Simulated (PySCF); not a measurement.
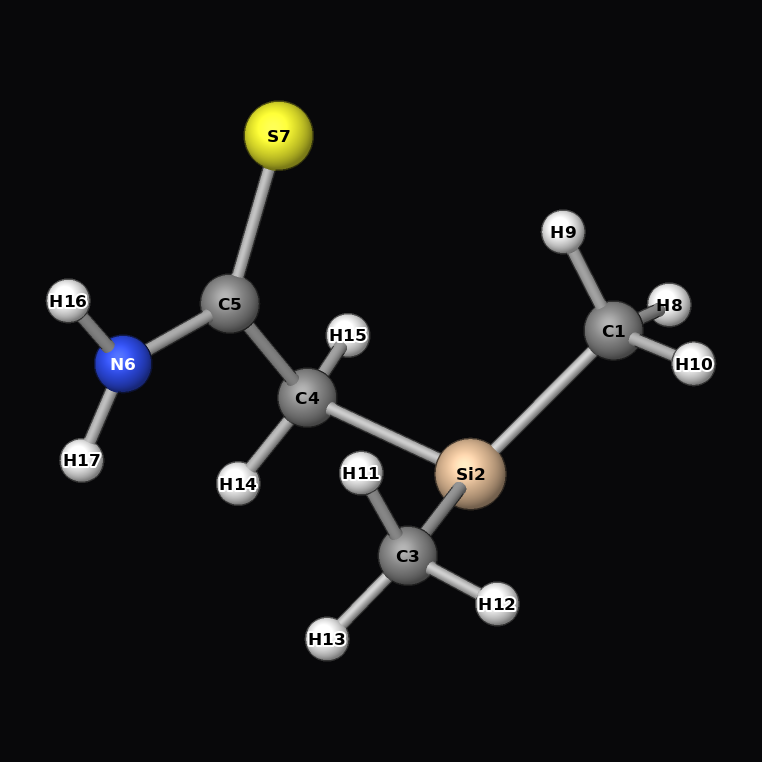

The questions are on Mulliken spin populations. Charge 0, doublet. Computed geometry: GFN2-xTB optimisation. No frequency run is at hand to confirm it as a minimum. Properties computed with UKS B3LYP, pcH-1 on C H N S Si, non-relativistic (PySCF 2.14.0).

**Which atom carries the largest spin population?**

Si2 (0.90 e).

**Which atom has the lowest spin population?**

C4 (−0.01 e).

List the Mulliken spin populations.

| atom | value (e) |
| --- | --- |
| C1 | 0.00 |
| Si2 | 0.90 |
| C3 | 0.00 |
| C4 | −0.01 |
| C5 | 0.00 |
| N6 | 0.00 |
| S7 | 0.05 |
| H8 | 0.00 |
| H9 | 0.03 |
| H10 | 0.00 |
| H11 | 0.03 |
| H12 | 0.00 |
| H13 | 0.00 |
| H14 | 0.00 |
| H15 | 0.00 |
| H16 | 0.00 |
| H17 | 0.00 |

Mulliken values depend strongly on the basis set. The geometry is semi-empirical. Around Si such bond lengths and angles can be off by a tenth of an ångström or more and by several degrees, and values that hang on the shape move with them.
